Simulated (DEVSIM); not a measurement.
Device: abrupt Si n-p junction, at 300 K.

| layer (left to right) | material | thickness (μm) | Nd (cm⁻³) | Na (cm⁻³) | τn (s) | τp (s) |
|---|---|---|---|---|---|---|
| 1 | Si | 1.40 | 8.6e16 | - | 0.0007 | 0.0007 |
| 2 | Si | 1.00 | - | 5.1e17 | 0.0007 | 0.0007 |

Left contact: ohmic. Right contact: ohmic. Voltage is applied to the left contact. Recombination: SRH at mid-gap, Auger. Gap narrowing is on: ΔEg = 6.92 meV × (l + √(l² + 0.5)), l = ln(N/1.3e17 cm⁻³), shared equally by both band edges. Mobility is μmin + (μ − μmin)/(1 + (N/Nref)^α).

The device is made up for the run: typed textbook-type constants, with dimensions and the other settings drawn at random. Values at 300 K.

| parameter | Si |
|---|---|
| gap (eV) | 1.124 |
| affinity (eV) | 4.05 |
| permittivity | 11.7 |
| Nc (cm⁻³) | 2.86e19 |
| Nv (cm⁻³) | 3.1e19 |
| μn (cm²/Vs) | 1417 |
| μp (cm²/Vs) | 470 |
| μn,min | 52 |
| μp,min | 45 |
| Nref,n | 9.7e16 |
| Nref,p | 2.2e17 |
| αn | 0.68 |
| αp | 0.72 |
| Cn (cm⁶/s) | 2.8e-31 |
| Cp (cm⁶/s) | 9.9e-32 |

Model (solved in DEVSIM): 1D drift-diffusion, Boltzmann statistics, complete ionisation; no tunnelling, impact ionisation, image-force lowering or self-heating.

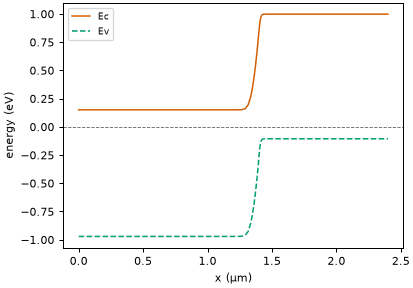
*Band edges at zero bias*

Energies count from the Fermi level of the right contact; mesh points crowd at the junctions.

```csv
x (μm),Ec (eV),Ev (eV),n (cm⁻³),p (cm⁻³),field (V/cm)
0.000,0.150,-0.971,8.6e16,1500,≈ 0
0.01831,0.150,-0.971,8.6e16,1500,≈ 0
0.05312,0.150,-0.971,8.6e16,1500,≈ 0
0.1105,0.150,-0.971,8.6e16,1500,≈ 0
0.2613,0.150,-0.971,8.6e16,1500,≈ 0
0.4919,0.150,-0.971,8.6e16,1500,≈ 0
0.8296,0.150,-0.971,8.6e16,1500,≈ 0
1.143,0.150,-0.971,8.6e16,1500,≈ 0
1.263,0.151,-0.970,8.2e16,1600,990
1.335,0.267,-0.854,9.3e14,140000,49000
1.373,0.552,-0.570,1.5e10,8.4e9,100000
1.400,0.860,-0.244,100000,2.5e15,130000
1.420,0.988,-0.116,710,3.6e17,16000
1.453,0.998,-0.106,500,5.1e17,62
1.538,0.998,-0.106,500,5.1e17,≈ 0
1.655,0.998,-0.106,500,5.1e17,≈ 0
1.877,0.998,-0.106,500,5.1e17,≈ 0
2.096,0.998,-0.106,500,5.1e17,≈ 0
2.268,0.998,-0.106,500,5.1e17,≈ 0
2.337,0.998,-0.106,500,5.1e17,≈ 0
2.374,0.998,-0.106,500,5.1e17,≈ 0
2.400,0.998,-0.106,500,5.1e17,≈ 0
```
